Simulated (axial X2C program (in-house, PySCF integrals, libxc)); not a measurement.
## Relativistic diatomic calculation, with input and output: NiN

NiN, single determinant with M_S = 3/2 and |Λ| = 0. Computed at this level: PBE, spin-free X2C-1e, Ni dyall-v3z, N dyall-v3z (cores contracted) (axial X2C program (in-house, PySCF integrals, libxc)).

**The input**
```
{"zs": [28, 7], "q": 0, "bas": ["dyall-v3z", "dyall-v3z"], "levels": ["PBE0", "HF", "M06", "PBE"], "cc": false, "r0": 1.61, "npts": 10, "nst": 2, "ntry": 6, "opt": {"auxb": 6.0}}
```

The line is the task of a batch: nuclear charges, charge, bases, the levels to run, a first guess of the distance and further settings. This report covers PBE without spin-orbit coupling. The log is that of the reference distance 1.648 Å.

Hardware: 1 CPU thread, shared host.

The run was one of a batch that the task file lists, launched with:
```bash
python <driver script> task.json out
```

**The program's output**
```
spin-free X2C-1e  PBE
basis functions 146  fitting functions 397  grid points 5073
iter        total energy     max residual
   1      -1575.455945695     4.77e-02
   2      -1575.456866192     4.44e-02
   3      -1575.286453943     1.78e-01
   4      -1575.441090445     7.07e-02
   5      -1575.467735517     1.04e-02
   6      -1575.468440069     1.94e-03
   7      -1575.468470617     1.23e-03
   8      -1575.468477886     1.90e-04
   9      -1575.468477910     2.75e-04
  10      -1575.468478335     6.97e-05
  11      -1575.468478358     2.87e-05
  12      -1575.468478362     1.77e-06
  13      -1575.468478362     4.84e-07
converged
one-electron -2310.79418904  Coulomb 742.82958204  exact exchange 0.00000000  xc functional -70.43999596  nuclear repulsion 62.93612460
```

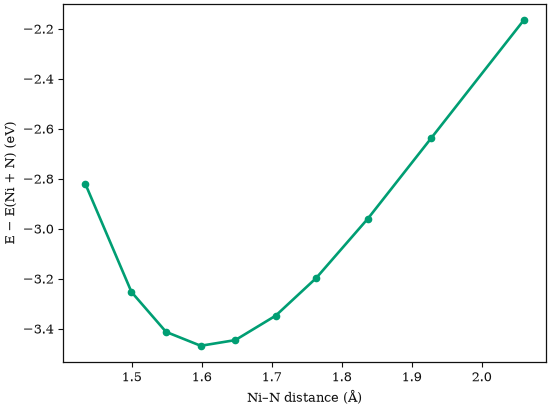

Figure 1. Energy at 10 bond lengths, for one set of occupations held fixed; the line joins the points. A polynomial of degree 6 through 9 points gives rₑ = 1.607 Å, ωₑ = 854.3 cm⁻¹, ωₑxₑ = 6.5 cm⁻¹ and Bₑ = 0.5790 cm⁻¹. The minimum lies 3.47 eV below Ni + N, each computed as one determinant at the same level.

**Outcome**

- outcome: converged
- bond length rₑ: 1.607 Å
- ωₑ: 854.3 cm⁻¹
- energy at the minimum: −1575.46935 hartree
- depth below the fragments: 3.47 eV
- largest ⟨S²⟩ along the curve: 3.76
- wall time: 4.5 s

**What is odd here**

This input holds a deliberate oddity: sparse fitting set (auxb = 6.0). The program ran to the end. Its numbers are those of the input as typed; this run alone doesn't show how far the oddity moves them.
